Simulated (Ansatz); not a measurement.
**AlSiH (singlet): one geometry, many settings at angle Al2–Si1–H3 = 143.9°**

What do other methods and options give for AlSiH (singlet) at this geometry, and how long do they take?

Computed with Ansatz 0.2.0, Gaussian basis. Level: the settings change from run to run.

17 further runs of the same task are left out: 2 for a known fault of the program, 9 that didn't finish, 6 set aside as unsound or not needed.

**1. What is computed**

The geometry derives from a PBE0/def2-TZVP stationary point (not a proven minimum). One angle is set to the value named; bond lengths are kept.

3 atoms, charge 0, spin multiplicity 1.

Atoms are counted from 1 here; the program's logs count them from 0.

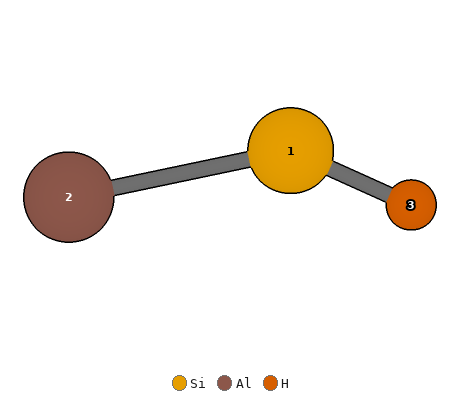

The geometry (silicon amber, aluminium brown, hydrogen orange); atoms are numbered from 1 in the order of the file.

**2. CCSD(T) on RHF/cc-pVDZ**

The input, in.yaml:

```yaml
crystal:
  periodic: [false, false, false]
  atoms:
    - {symbol: Si, position_ang: [0.000000, -0.018765, 0.555817]}
    - {symbol: Al, position_ang: [0.000000, -1.387091, -1.709521]}
    - {symbol: H, position_ang: [0.000000, 1.405856, 1.153704]}
basis:
  gaussian: {orbitals: cc-pVDZ, point_charges: [{charge: -1.00, position_ang: [2.801, -0.832, 0.273]}]}
magnetization: {spin_polarized: false}
correlation: {method: ccsd_t, electrons: outside_noble_gas}
scf: {omitted_lower_state_checks: [cluster_reference]}
```

On the command line:

```bash
ansatz run in.yaml --threads 1 --pin off --events-out ev --progress --plain --max-ram 2393MiB
```

Log (excerpt; [...] marks lines left out):

```text
Functional definition: HF
  name "HF"
  cite "Fock, Z. Phys. 61, 126 (1930) doi:10.1007/BF01340294"
  parent pbe
[...]
411 factors; integrals over basis functions are off by at most 1.1e-3 eV
[...]
mean field -14458.89860948 eV, -531.3547233051 hartree, gradient 3.0e-6 eV, S^2 0.000000; 1 other end points of the search recorded, 0 dependent functions left out; unrestricted orbitals would lower it
10 core orbitals not correlated: weight in the atoms' cores, before any rotation towards them, 1.000 or more for the frozen orbitals, at most 0.000 for the correlated occupied ones
reference -14458.89860948 eV, -531.3547233051 hartree; 4, 4 occupied and 27, 27 virtual orbitals, 411 factors
second order -3.33373296 eV of doubles, -0.00000000 eV of singles
cycle   1  -4.00693374 eV  change   -6.7e-1 eV  update   9.4e-2
[...]
cycle  17  -4.37165886 eV  change   -6.6e-6 eV  update   4.2e-6
perturbative correction -0.17013265 eV, -0.0062522595 hartree
Total energy: -14463.44040099 eV, -531.5216310645 hartree
Checks for a lower state left out: cluster_reference
```

Run time: 0.57 s. Hardware: 1 thread of Intel Xeon Platinum 8375C at 2.90GHz, shared host.

From the report: correlation -4.5418 eV; T1 0.029; largest double amplitude 0.09.

**3. BCCD(T)/def2-SVPD**

The input, in.yaml:

```yaml
crystal:
  periodic: [false, false, false]
  atoms:
    - {symbol: Si, position_ang: [0.000000, -0.018765, 0.555817]}
    - {symbol: Al, position_ang: [0.000000, -1.387091, -1.709521]}
    - {symbol: H, position_ang: [0.000000, 1.405856, 1.153704]}
basis:
  gaussian: {orbitals: def2-SVPD, fitting: {mean_field: def2-universal-jkfit}}
magnetization: {spin_polarized: false}
hamiltonian: {xc: {name: PBE0}}
correlation: {method: bccd_t, electrons: outside_noble_gas}
accuracy: high
scf: {lower_state_search: off}
output: {forces: true}
```

Launched as before.

Log (excerpt; [...] marks lines left out):

```text
Functional definition: PBE0
  name "PBE0"
  cite "Adamo & Barone, J. Chem. Phys. 110, 6158 (1999) doi:10.1063/1.478522"
  cite "Perdew, Burke & Ernzerhof, Phys. Rev. Lett. 77, 3865 (1996) doi:10.1103/PhysRevLett.77.3865"
  parent pbe
[...]
274 factors; integrals over basis functions are off by at most 4.0e-1 eV
[...]
mean field -14475.93875197 eV, -531.9809369911 hartree, gradient 1.7e-8 eV, S^2 0.000000; 0 other end points of the search recorded, 0 dependent functions left out; unrestricted orbitals would lower it
10 core orbitals not correlated: weight in the atoms' cores, before any rotation towards them, 1.000 or more for the frozen orbitals, at most 0.000 for the correlated occupied ones
reference -14452.70390329 eV, -531.1270720515 hartree; 4, 4 occupied and 42, 42 virtual orbitals, 274 factors
second order -3.72266879 eV of doubles, -0.13407422 eV of singles
cycle   1  -4.40841447 eV  change   -5.6e-1 eV  update   8.8e-2
[...]
cycle  32  -4.74753341 eV  change   4.3e-10 eV  update  7.9e-10
perturbative correction -0.20854055 eV, -0.0076637240 hartree
[...]
Total energy: -14457.65997726 eV, -531.3092044105 hartree
Atom 0 at     0.000000    -0.018765     0.555817 Å, force    -0.000000    -0.152053     0.173902 eV/Å
Atom 1 at     0.000000    -1.387091    -1.709521 Å, force     0.000000     0.421734     0.311092 eV/Å
Atom 2 at     0.000000     1.405856     1.153704 Å, force    -0.000000    -0.269681    -0.484994 eV/Å
Dipole moment:     0.000000     0.034199    -0.249960 e Å
Checks for a lower state left out: starts, cluster_reference, orbital_swaps, neighbouring_geometries, increment
```

Wall time 7.5 s (1 thread of Intel Xeon Platinum 8375C at 2.90GHz, shared host).

From the report: correlation -4.9561 eV; largest double amplitude 0.13.

**4. CCSD(T) on RHF/cc-pVTZ**

The input, in.yaml:

```yaml
crystal:
  periodic: [false, false, false]
  atoms:
    - {symbol: Si, position_ang: [0.000000, -0.018765, 0.555817]}
    - {symbol: Al, position_ang: [0.000000, -1.387091, -1.709521]}
    - {symbol: H, position_ang: [0.000000, 1.405856, 1.153704]}
basis:
  gaussian: {orbitals: cc-pVTZ}
magnetization: {spin_polarized: false}
hamiltonian: {pseudopotentials: {relativity: scalar}}
correlation: {method: ccsd_t, electrons: outside_noble_gas, diis_vectors: 12}
```

Same command.

Log (excerpt; [...] marks lines left out):

```text
Functional definition: HF
  name "HF"
  cite "Fock, Z. Phys. 61, 126 (1930) doi:10.1007/BF01340294"
  parent pbe
[...]
506 factors; integrals over basis functions are off by at most 1.1e-3 eV
[...]
mean field -14483.65258509 eV, -532.2644151297 hartree, gradient 2.1e-6 eV, S^2 0.000000; 9 other end points of the search recorded, 0 dependent functions left out; unrestricted orbitals would lower it
determinant -14483.65258509 eV, -532.2644151297 hartree, with singles and doubles -14488.92311450 eV, -532.4581035131 hartree
determinant -14483.25552057 eV, -532.2498232778 hartree, with singles and doubles -14488.70930260 eV, -532.4502460707 hartree
determinant -14483.65258509 eV, -532.2644151297 hartree, with singles and doubles -14488.80746262 eV, -532.4538533849 hartree
determinant -14483.25552057 eV, -532.2498232778 hartree, with singles and doubles -14488.59659936 eV, -532.4461043029 hartree
10 core orbitals not correlated: weight in the atoms' cores, before any rotation towards them, 1.000 or more for the frozen orbitals, at most 0.000 for the correlated occupied ones
reference -14483.65258509 eV, -532.2644151297 hartree; 4, 4 occupied and 68, 68 virtual orbitals, 506 factors
second order -4.14610484 eV of doubles, -0.00000000 eV of singles
cycle   1  -5.15487665 eV  change    8.8e-7 eV  update   2.4e-6
perturbative correction -0.25392164 eV, -0.0093314480 hartree
Total energy: -14489.06138337 eV, -532.4631848004 hartree
Relativity: scalar
```

Wall time 7 s (1 thread of Intel Xeon Platinum 8375C at 2.90GHz, shared host).

From the report: correlation -5.4088 eV; T1 0.022; largest double amplitude 0.12.

**5. CCSD on RHF/6-31++G****

The input, in.yaml:

```yaml
crystal:
  periodic: [false, false, false]
  atoms:
    - {symbol: Si, position_ang: [0.000000, -0.018765, 0.555817]}
    - {symbol: Al, position_ang: [0.000000, -1.387091, -1.709521]}
    - {symbol: H, position_ang: [0.000000, 1.405856, 1.153704]}
basis:
  gaussian: {orbitals: "6-31++G**"}
magnetization: {spin_polarized: false}
correlation: {method: ccsd, electrons: outside_noble_gas}
```

Same command.

Log (excerpt; [...] marks lines left out):

```text
Functional definition: HF
  name "HF"
  cite "Fock, Z. Phys. 61, 126 (1930) doi:10.1007/BF01340294"
  parent pbe
[...]
429 factors; integrals over basis functions are off by at most 5.7e-4 eV
[...]
mean field -14456.85061956 eV, -531.2794610634 hartree, gradient 3.0e-6 eV, S^2 0.000000; 7 other end points of the search recorded, 0 dependent functions left out; unrestricted orbitals would lower it
determinant -14456.85061956 eV, -531.2794610634 hartree, with singles and doubles -14460.99404505 eV, -531.4317291417 hartree
determinant -14456.43882463 eV, -531.2643278790 hartree, with singles and doubles -14460.80550441 eV, -531.4248004009 hartree
determinant -14456.85061956 eV, -531.2794610634 hartree, with singles and doubles -14460.98999580 eV, -531.4315803344 hartree
determinant -14456.43882463 eV, -531.2643278790 hartree, with singles and doubles -14460.80219859 eV, -531.4246789143 hartree
10 core orbitals not correlated: weight in the atoms' cores, before any rotation towards them, 1.000 or more for the frozen orbitals, at most 0.000 for the correlated occupied ones
reference -14456.85061956 eV, -531.2794610634 hartree; 4, 4 occupied and 38, 38 virtual orbitals, 429 factors
second order -3.15372730 eV of doubles, -0.00000000 eV of singles
cycle   1  -4.13937576 eV  change    4.8e-7 eV  update   2.4e-6
Total energy: -14460.98999532 eV, -531.4315803170 hartree
```

Run time: 1.8 s. Hardware: 1 thread of Intel Xeon Platinum 8375C at 2.90GHz, shared host.

From the report: correlation -4.1394 eV; T1 0.027; largest double amplitude 0.12.

**6. MP2 on RHF/def2-SVPD**

in.yaml: that of step 5 with these lines changed.

```diff
@@ -7,4 +7,6 @@
 basis:
-  gaussian: {orbitals: "6-31++G**"}
+  gaussian: {orbitals: def2-SVPD}
 magnetization: {spin_polarized: false}
-correlation: {method: ccsd, electrons: outside_noble_gas}
+correlation: {method: mp2, electrons: valence}
+accuracy: high
+output: {forces: true}
```

Launched as before.

Log (excerpt; [...] marks lines left out):

```text
Functional definition: HF
  name "HF"
  cite "Fock, Z. Phys. 61, 126 (1930) doi:10.1007/BF01340294"
  parent pbe
[...]
934 factors; integrals over basis functions are off by at most 3.3e-9 eV
[...]
mean field -14452.97066292 eV, -531.1368752869 hartree, gradient 5.4e-9 eV, S^2 0.000000; 7 other end points of the search recorded, 0 dependent functions left out; unrestricted orbitals would lower it
10 core orbitals not correlated: weight in the atoms' cores, before any rotation towards them, 1.000 or more for the frozen orbitals, at most 0.000 for the correlated occupied ones
reference -14452.97066292 eV, -531.1368752869 hartree; 4, 4 occupied and 42, 42 virtual orbitals, 934 factors
second order -3.49420801 eV of doubles, -0.00000000 eV of singles
[...]
Total energy: -14456.46487093 eV, -531.2652850629 hartree
Atom 0 at     0.000000    -0.018765     0.555817 Å, force    -0.000000    -0.075378     0.203782 eV/Å
Atom 1 at     0.000000    -1.387091    -1.709521 Å, force     0.000000     0.472933     0.364752 eV/Å
Atom 2 at     0.000000     1.405856     1.153704 Å, force     0.000000    -0.397555    -0.568534 eV/Å
Dipole moment:     0.000000     0.048114    -0.277334 e Å
```

It took 2.2 s on 1 thread of Intel Xeon Platinum 8375C at 2.90GHz, shared host.

**7. HF/6-31G**

The input, in.yaml:

```yaml
crystal:
  periodic: [false, false, false]
  atoms:
    - {symbol: Si, position_ang: [0.000000, -0.018765, 0.555817]}
    - {symbol: Al, position_ang: [0.000000, -1.387091, -1.709521]}
    - {symbol: H, position_ang: [0.000000, 1.405856, 1.153704]}
basis:
  gaussian: {orbitals: 6-31G, point_charges: [{charge: -1.00, position_ang: [2.705, -0.425, 0.941]}]}
magnetization: {spin_polarized: true, initial_magnetization: 0}
hamiltonian: {xc: hf}
output: {orbitals: {seedname: orbitals}}
```

Same command.

Log (excerpt; [...] marks lines left out):

```text
Functional definition: HF
  name "HF"
  cite "Fock, Z. Phys. 61, 126 (1930) doi:10.1007/BF01340294"
  parent pbe
[...]
310 factors; integrals over basis functions are off by at most 2.1e-4 eV
[...]
mean field -14457.53703137 eV, -531.3046862324 hartree, gradient 8.1e-6 eV, S^2 0.764354; 7 other end points of the search recorded, 0 dependent functions left out
reference -14457.53703137 eV, -531.3046862324 hartree; 14, 14 occupied and 14, 14 virtual orbitals, 310 factors
Total energy: -14457.53703137 eV, -531.3046862324 hartree
```

Wall time 0.96 s (1 thread of Intel Xeon Platinum 8375C at 2.90GHz, shared host).

From the report: ⟨S²⟩ of the determinant 0.764 (pure singlet: 0.00). The determinant is far from a pure spin state, so its energy mixes those of several spin states (harmless only where they are near-degenerate, as at dissociation).

**8. CCSD(T) on RHF/cc-pVTZ**

The input, in.yaml:

```yaml
crystal:
  periodic: [false, false, false]
  atoms:
    - {symbol: Si, position_ang: [0.000000, -0.018765, 0.555817]}
    - {symbol: Al, position_ang: [0.000000, -1.387091, -1.709521]}
    - {symbol: H, position_ang: [0.000000, 1.405856, 1.153704]}
basis:
  gaussian: {orbitals: cc-pVTZ}
magnetization: {spin_polarized: false}
correlation: {method: ccsd_t, electrons: valence}
```

Launched as before.

Log (excerpt; [...] marks lines left out):

```text
Functional definition: HF
  name "HF"
  cite "Fock, Z. Phys. 61, 126 (1930) doi:10.1007/BF01340294"
  parent pbe
[...]
506 factors; integrals over basis functions are off by at most 1.1e-3 eV
[...]
mean field -14458.15080479 eV, -531.3272419896 hartree, gradient 2.0e-6 eV, S^2 0.000000; 9 other end points of the search recorded, 0 dependent functions left out; unrestricted orbitals would lower it
[...]
determinant -14458.15080479 eV, -531.3272419896 hartree, with singles and doubles -14463.42063707 eV, -531.5209047537 hartree
determinant -14457.75363644 eV, -531.3126463217 hartree, with singles and doubles -14463.20758383 eV, -531.5130751914 hartree
determinant -14458.15080479 eV, -531.3272419896 hartree, with singles and doubles -14463.30496368 eV, -531.5166538351 hartree
determinant -14457.75363644 eV, -531.3126463217 hartree, with singles and doubles -14463.09488764 eV, -531.5089336828 hartree
10 core orbitals not correlated: weight in the atoms' cores, before any rotation towards them, 1.000 or more for the frozen orbitals, at most 0.000 for the correlated occupied ones
reference -14458.15080479 eV, -531.3272419896 hartree; 4, 4 occupied and 68, 68 virtual orbitals, 506 factors
second order -4.14366554 eV of doubles, -0.00000000 eV of singles
cycle   1  -5.15415806 eV  change    8.2e-7 eV  update   2.3e-6
perturbative correction -0.25395199 eV, -0.0093325633 hartree
Total energy: -14463.55891484 eV, -531.5259863682 hartree
```

Wall time 8 s (1 thread of Intel Xeon Platinum 8375C at 2.90GHz, shared host).

From the report: correlation -5.4081 eV; T1 0.022; largest double amplitude 0.12.

**9. CCSD(T) on UHF/def2-SVP**

in.yaml: that of step 8 with these lines changed.

```diff
@@ -7,4 +7,6 @@
 basis:
-  gaussian: {orbitals: cc-pVTZ}
-magnetization: {spin_polarized: false}
+  gaussian: {orbitals: def2-SVP}
+magnetization: {spin_polarized: true, initial_magnetization: 0}
 correlation: {method: ccsd_t, electrons: valence}
+scf: {omitted_lower_state_checks: [cluster_reference]}
+output: {forces: true}
```

Same command.

Log (excerpt; [...] marks lines left out):

```text
Functional definition: HF
  name "HF"
  cite "Fock, Z. Phys. 61, 126 (1930) doi:10.1007/BF01340294"
  parent pbe
[...]
377 factors; integrals over basis functions are off by at most 1.0e-3 eV
[...]
mean field -14453.75925718 eV, -531.1658555916 hartree, gradient 1.5e-6 eV, S^2 1.159387; 21 other end points of the search recorded, 0 dependent functions left out
10 core orbitals not correlated: weight in the atoms' cores, before any rotation towards them, 1.000 or more for the frozen orbitals, at most 0.000 for the correlated occupied ones
reference -14453.75925718 eV, -531.1658555916 hartree; 4, 4 occupied and 27, 27 virtual orbitals, 377 factors
second order -2.80660098 eV of doubles, -0.00000000 eV of singles
cycle   1  -3.41509306 eV  change   -6.1e-1 eV  update   9.1e-2
[...]
cycle   4  -3.87210250 eV  change   -2.1e-8 eV  update   2.9e-8
perturbative correction -0.18793793 eV, -0.0069065915 hartree
WARN: the results are in doubt because among natural orbitals full CI differs from the method by +0.663 eV
[...]
Total energy: -14457.81929762 eV, -531.3150593255 hartree
Atom 0 at     0.000000    -0.018765     0.555817 Å, force     0.000000    -0.093237    -0.468598 eV/Å
Atom 1 at     0.000000    -1.387091    -1.709521 Å, force    -0.000000     0.566237     0.799548 eV/Å
Atom 2 at     0.000000     1.405856     1.153704 Å, force    -0.000000    -0.473000    -0.330950 eV/Å
Dipole moment:     0.000000    -0.112951    -0.300945 e Å
In doubt: among natural orbitals full CI differs from the method by +0.663 eV
Checks for a lower state left out: cluster_reference
```

It took 7.5 s on 1 thread of Intel Xeon Platinum 8375C at 2.90GHz, shared host.

From the report: ⟨S²⟩ of the determinant 1.159 (pure singlet: 0.00); correlation -4.0600 eV; T1 0.048; largest double amplitude 0.10. The determinant is far from a pure spin state, so its energy mixes those of several spin states (harmless only where they are near-degenerate, as at dissociation). The program marks this result as in doubt; its last lines say why.

**10. BCCD/STO-3G**

The input, in.yaml:

```yaml
crystal:
  periodic: [false, false, false]
  atoms:
    - {symbol: Si, position_ang: [0.000000, -0.018765, 0.555817]}
    - {symbol: Al, position_ang: [0.000000, -1.387091, -1.709521]}
    - {symbol: H, position_ang: [0.000000, 1.405856, 1.153704]}
basis:
  gaussian: {orbitals: STO-3G, point_charges: [{charge: -0.50, position_ang: [2.675, 0.452, 0.709]}]}
magnetization: {spin_polarized: false}
hamiltonian: {xc: {name: PBE}}
correlation: {method: bccd, electrons: outside_noble_gas}
output: {forces: true}
```

The command is unchanged.

Log (excerpt; [...] marks lines left out):

```text
Functional definition: PBE
  name "PBE"
  cite "Perdew, Burke & Ernzerhof, Phys. Rev. Lett. 77, 3865 (1996) doi:10.1103/PhysRevLett.77.3865"
  parent pbe
[...]
197 factors; integrals over basis functions are off by at most 3.1e-5 eV
[...]
mean field -14304.59539489 eV, -525.6841847591 hartree, gradient 1.9e-6 eV, S^2 0.000000; 3 other end points of the search recorded, 0 dependent functions left out; unrestricted orbitals would lower it
[...]
unrestricted determinant -14285.58667604 eV, -524.9856272261 hartree, S^2 0.9267
10 core orbitals not correlated: weight in the atoms' cores, before any rotation towards them, 0.999 or more for the frozen orbitals, at most 0.000 for the correlated occupied ones
reference -14284.35026046 eV, -524.9401897914 hartree; 4, 4 occupied and 5, 5 virtual orbitals, 197 factors
second order -1.80035962 eV of doubles, -0.29434531 eV of singles
cycle   1  -2.32417860 eV  change   -2.6e-1 eV  update   1.2e-1
[...]
cycle  26  -2.73953863 eV  change   -5.6e-7 eV  update   4.1e-7
[...]
Total energy: -14287.08979909 eV, -525.0408659793 hartree
Atom 0 at     0.000000    -0.018765     0.555817 Å, force     0.062985    -1.359960     0.294454 eV/Å
Atom 1 at     0.000000    -1.387091    -1.709521 Å, force     0.152503     1.792742     1.426391 eV/Å
Atom 2 at     0.000000     1.405856     1.153704 Å, force    -0.000452    -0.316689    -1.579283 eV/Å
Dipole moment:     0.126883    -0.198513    -0.603574 e Å
```

Run time: 1.1 s. Hardware: 1 thread of Intel Xeon Platinum 8375C at 2.90GHz, shared host.

From the report: correlation -2.7395 eV; largest double amplitude 0.13.

**11. The runs in one table**

 † marks a result that the program doubts.

```tsv
level	correlated	functions	energy (eV)	time
CCSD(T) on RHF/cc-pVDZ (beside a point charge)	outside noble gas	41	-14463.4404	0.57 s
BCCD(T)/def2-SVPD (on PBE0 orbitals)	outside noble gas	56	-14457.6600	7.5 s
CCSD(T) on RHF/cc-pVTZ (relativity set)	outside noble gas	82	-14489.0614	7 s
CCSD on RHF/6-31++G**	outside noble gas	52	-14460.9900	1.8 s
MP2 on RHF/def2-SVPD	valence	56	-14456.4649	2.2 s
HF/6-31G (beside a point charge)		28	-14457.5370	0.96 s
CCSD(T) on RHF/cc-pVTZ	valence	82	-14463.5589	8 s
CCSD(T) on UHF/def2-SVP †	valence	41	-14457.8193	7.5 s
BCCD/STO-3G (beside a point charge, on PBE orbitals)	outside noble gas	19	-14287.0898	1.1 s
```

**12. Outcome**

```
quantity                                                   value
    runs                                                       9
quickest  CCSD(T) on RHF/cc-pVDZ (beside a point charge), 0.57 s
 slowest                             CCSD(T) on RHF/cc-pVTZ, 8 s
```

In words: Total energies in different bases, with other cores or another treatment of relativity can't be set against each other. CCSD(T) on RHF/cc-pVTZ took 14 times as long as CCSD(T) on RHF/cc-pVDZ (beside a point charge); the jobs differ in more than the method.
